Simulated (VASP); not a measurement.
Energy against volume of BaF2 (fluorite). Calculation: PBEsol GGA, VASP's PBE PAW potentials (set 64) (plane waves; VASP).

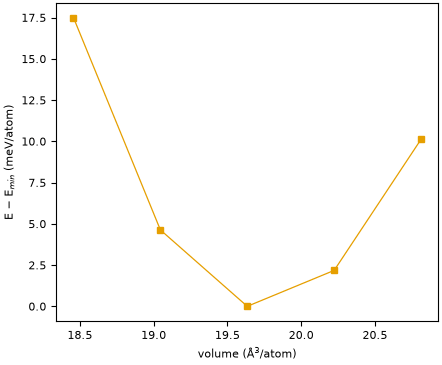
Figure. Energy against volume

Task: Estimate the equilibrium volume and the bulk modulus.

Result: The minimum lies near 19.7 Å³/atom, and the curvature gives B0 of about 61 GPa.

Measured: bulk modulus 57.0 GPa (computed value off by +6.3 %), as given by On the Morphology of Group II Metal Fluoride Nanocrystals at Finite Temperature and Partial Pressure of HF, PMC6154342. The calculation is for a static lattice, while the measured bulk modulus holds thermal and zero-point effects, which are part of the difference.

The compound is BaF2 in the fluorite structure. It was relaxed first.
